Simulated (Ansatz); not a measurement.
Take Mo in the bcc (W type) structure (space group Im-3m, No. 229; a = 3.130 Å; relaxed with 0.1 eV smearing) as the base. Axes: x, y, z lie along the cube axes.

Structures relaxed with PBEsol in Ansatz (plane waves to 420 eV, PAW, spin-orbit coupling left out).

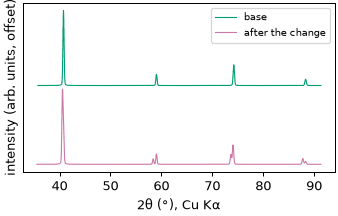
Figure. Simulated powder patterns before (top) and after one change

### Question
What was done to the base?
A. uniaxial strain ε_zz = +2.00 %
B. uniaxial strain ε_zz = +1.00 %
C. uniaxial strain ε_zz = −2.50 %
D. uniaxial strain ε_zz = −0.50 %

### Answer
B, uniaxial strain ε_zz = +1.00 %. Its volume per atom is 15.48 Å³ against 15.33 Å³, and its space group is I4/mmm (No. 139).

Whether these cells are dynamically stable was not tested. All final runs are without spin polarisation.

Ansatz is a quantum-chemistry and plane-wave program.
